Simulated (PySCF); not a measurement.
**C3F6, SMILES `FC(F)(F)C(F)=C(F)F`: what the electrons do**

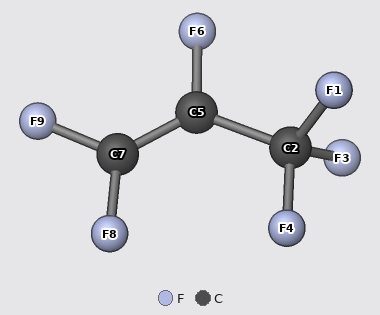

The molecule, with its atoms numbered as below. No frequency check shows the geometry to be a minimum.

Geometry (Å), atoms numbered from 1:

```
F1       1.8278    0.2525    1.0711
C2       1.1268   -0.1234    0.0008
F3       1.8248    0.2436   -1.0776
F4       1.0719   -1.4538    0.0061
C5      -0.2545    0.5004    0.0005
F6      -0.2401    1.8388    0.0003
C7      -1.4148   -0.1553   -0.0001
F8      -1.5347   -1.4601   -0.0003
F9      -2.5881    0.4311   -0.0004
```

### 1. Bonding charge

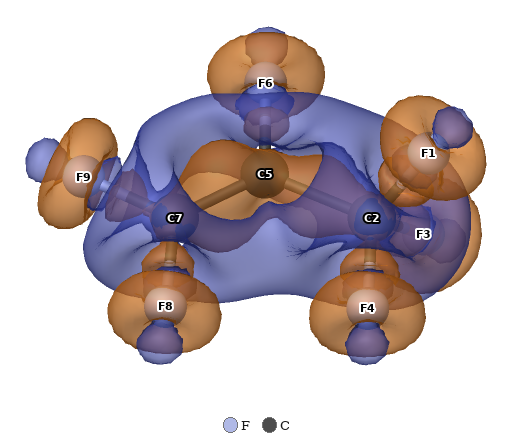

Deformation density (molecule less spherical, spin-averaged free atoms at the same positions), surfaces at ±0.06 e/Å³; orange: gain, blue: loss.

Level of theory: HF/cc-pVDZ (PySCF), at a geometry from GFN2-xTB.

**Describe the bonding that the map shows.**

C5–C7: +0.79 e/Å³ at the bond critical point (bond length 1.33 Å, Mayer order 1.7). C2–C5: +0.71 e/Å³ at the bond critical point (bond length 1.52 Å, Mayer order 1.0). F1–C2: +0.13 e/Å³ at the bond critical point (bond length 1.33 Å, Mayer order 1.0). C2–F4: +0.13 e/Å³ at the bond critical point (bond length 1.33 Å, Mayer order 1.1). C2–F3: +0.12 e/Å³ at the bond critical point (bond length 1.34 Å, Mayer order 1.0). C7–F8: +0.12 e/Å³ at the bond critical point (bond length 1.31 Å, Mayer order 1.1); up to 0.6 Å beside the axis the gain reaches +0.31 e/Å³. C7–F9: +0.11 e/Å³ at the bond critical point (bond length 1.31 Å, Mayer order 1.1); up to 0.6 Å beside the axis the gain reaches +0.31 e/Å³. C5–F6: 0.00 e/Å³ at the bond critical point (bond length 1.34 Å, Mayer order 1.0); up to 0.6 Å beside the axis the gain reaches +0.23 e/Å³. In all, 2.3 electrons gather in the regions of gain relative to the promolecule. A small or negative value marks a very polar bond, one between electron-rich atoms, whose free-atom densities already overlap strongly, a long bond to a heavier atom, or a closed-shell contact such as a hydrogen bond.

**Where do the Hirshfeld charges lie?**

The highest Hirshfeld charge is on C2 (+0.30 e), the lowest on F1 and F3 (−0.11 e).

```json
{"atom": "F1", "charge (e)": "−0.11"}
{"atom": "C2", "charge (e)": "+0.30"}
{"atom": "F3", "charge (e)": "−0.11"}
{"atom": "F4", "charge (e)": "−0.10"}
{"atom": "C5", "charge (e)": "+0.02"}
{"atom": "F6", "charge (e)": "−0.09"}
{"atom": "C7", "charge (e)": "+0.21"}
{"atom": "F8", "charge (e)": "−0.06"}
{"atom": "F9", "charge (e)": "−0.07"}
```

### 2. Bond critical points

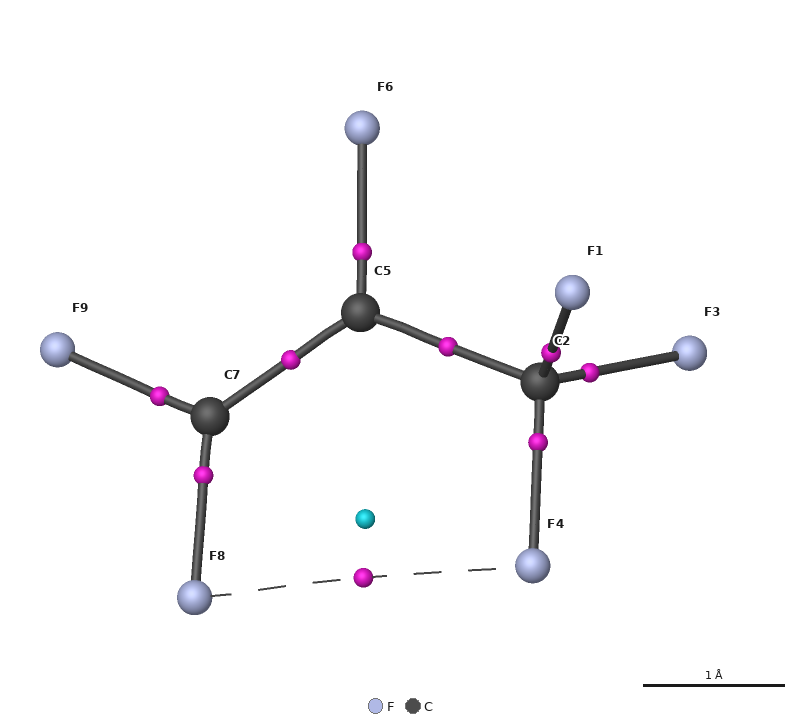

Molecular graph of the electron density (QTAIM): bond paths, bond critical points (magenta), ring points (cyan, if any); weak paths are dashed.

**How many critical points of each kind are there, and does the count close?**

9 nuclei, 9 bond, 1 ring and 0 cage critical points: 9 − 9 + 1 − 0 = 1, as the Poincaré–Hopf relation requires.

**Give the properties at the bond critical points.**

```
 bond  length (Å)  ρ (a.u.)  ∇²ρ (a.u.)     ε  H (a.u.)
C5–C7       1.333     0.348       −0.97  0.96    −0.391
C7–F8       1.310     0.281       +0.16  0.12    −0.412
C7–F9       1.312     0.279       +0.15  0.11    −0.409
C2–C5       1.516     0.278       −0.78  0.11    −0.242
C2–F4       1.332     0.275       −0.14  0.12    −0.413
F1–C2       1.334     0.274       −0.17  0.12    −0.413
C2–F3       1.336     0.273       −0.19  0.12    −0.410
C5–F6       1.338     0.255       +0.20  0.10    −0.360
F4–F8       2.607     0.013       +0.07  0.18    +0.001
```

**What kind of interaction is C2–F4?**

Shared-shell (covalent): ρ = 0.275, ∇²ρ = −0.14, H = −0.413 a.u.

**Are there bond paths between atoms that aren't covalently bonded?**

Yes: F4–F8 (2.61 Å, ρ = 0.013).

### 3. Electrostatic potential

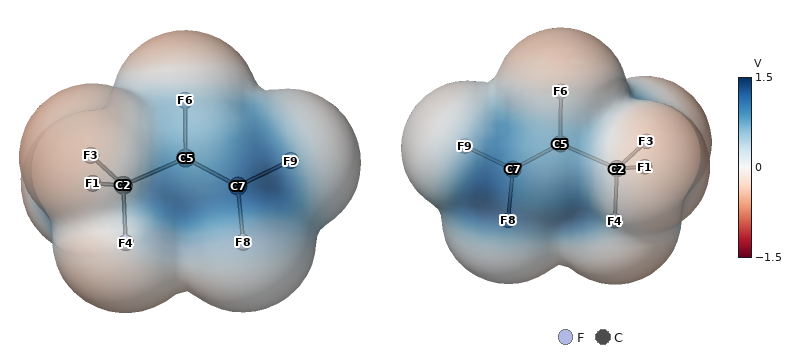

Electrostatic potential on the surface of electron density 0.001 a.u. (back view left, front view right).

**Where are the extremes of the potential on the surface?**

Highest: 1.49 V, off the C7–F8 bond (1.8 Å from its atoms). Further maxima include 1.28 V, over the middle of C2, F4, C5, C7 and F8, about 1.9 Å from them, and at like points elsewhere; 0.77 V, over the middle of F1, C2, F3 and F6, about 1.8 Å from them. Lowest: −0.42 V, 1.6 Å from F3, and at like points elsewhere. Further minima include −0.36 V, 1.6 Å from F6, and at like points elsewhere; −0.34 V, 1.6 Å from F4. The surface is sampled at points, so like sites can differ by a few per cent and only the strongest of them is named.

**What volume does the surface enclose, and what is the dipole moment?**

About 104 Å³; the dipole moment is 1.1 D.

### 4. Excited states

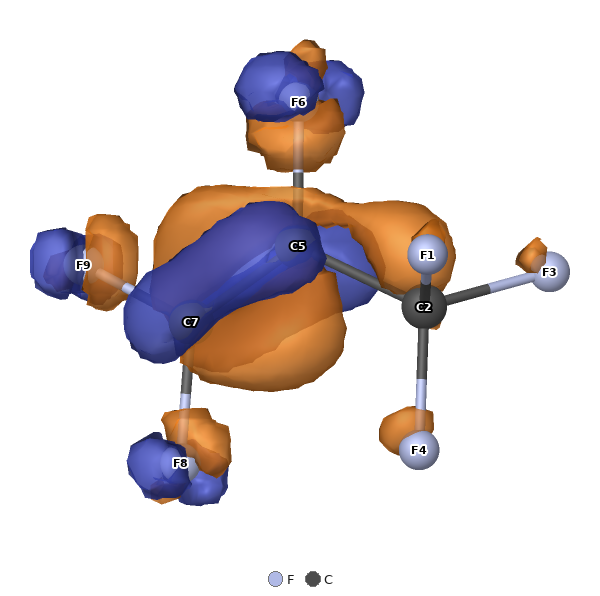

Unrelaxed difference density of S₁ less the ground state (full linear response singlet states), ±0.06 e/Å³; orange: gain, blue: loss.

Computed with PySCF, CAM-B3LYP/def2-SVP, geometry: GFN2-xTB. Without diffuse functions Rydberg states are missing, so the states' numbers hold for this basis only.

**How does the charge move on excitation?**

0.64 e is displaced in all, of which about 0.1 e passes between atoms: C5 (0.07 e) and C7 (0.06 e) lose electrons and C2 (0.06 e) gains them. The state: 7.25 eV (171 nm), f = 0.003; the leading pair carries 100 %; hole on C5 (35 %), C7 (27 %) and F6 (15 %), electron on C5 (28 %), C7 (22 %) and F6 (17 %); their centroids lie 0.2 Å apart.

### 5. In an electric field

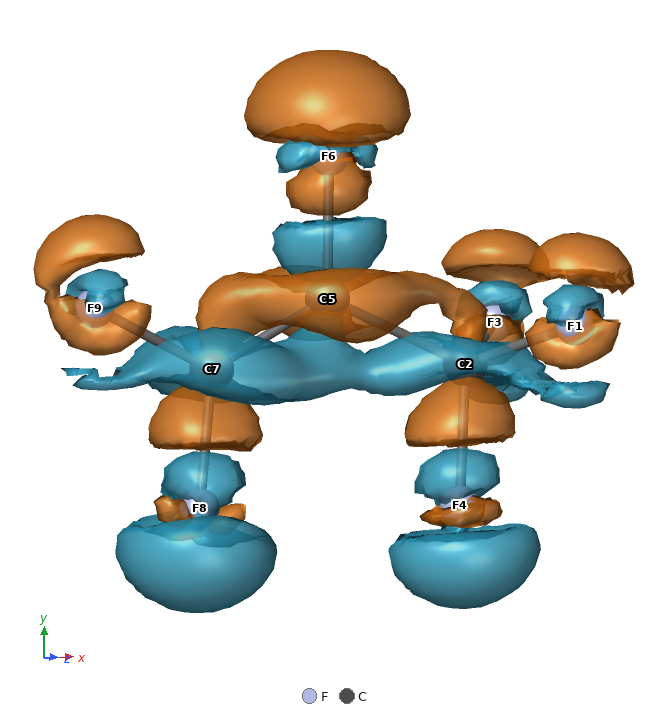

Change of the electron density in a uniform field of 0.51 V/Å, surfaces at ±0.005 e/Å³ (light blue: gain, orange: loss).

Method: CAM-B3LYP/6-31+G*; geometry: GFN2-xTB; program: PySCF. The basis has diffuse s and p functions alone, which still leaves polarisabilities too small, most of all across bonds.

**Along which Cartesian direction does the field point?**

Along +y: electrons gather on the −y side, against the field.

**How large is the response?**

The induced dipole is 1.03 D (along the field); α along this axis, from the fields in both directions, is 40 bohr³ (6.0 Å³).

**Which atoms gain and lose the most charge?**

Electrons gather most on F8 (Hirshfeld charge changes by −0.024 e) and leave F6 most (+0.026 e); 0.111 electrons are displaced in all.

### 6. Localised orbitals

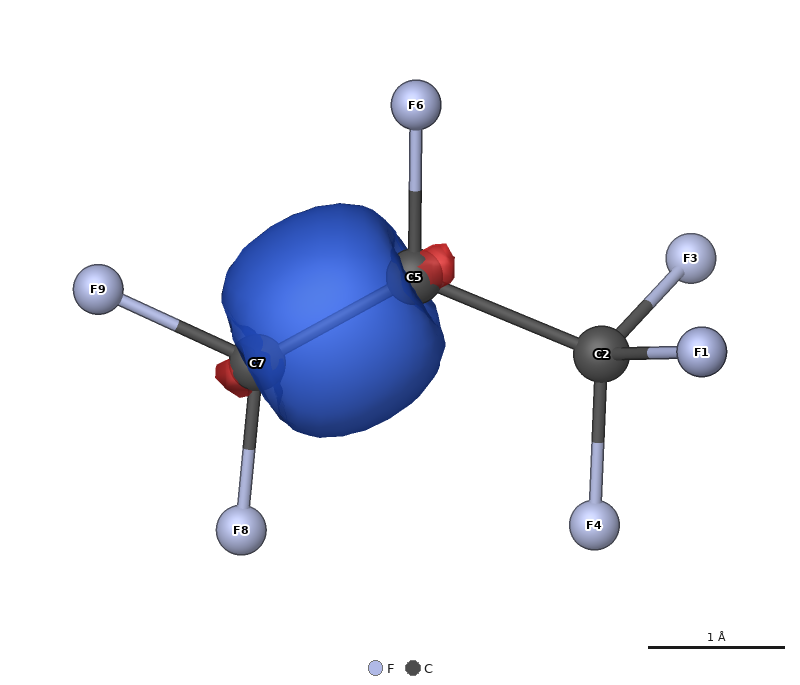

Intrinsic bond orbitals (IBO), occupied; each surface holds about 80 % of the orbital's density. Energies are diagonal elements of the Fock matrix.

PySCF calculation, ωB97X/6-31+G*, gas phase; geometry: GFN2-xTB.

**What does this orbital represent?**

σ bond C7–C5 (C7 51 %, C5 49 %; −24.5 eV).
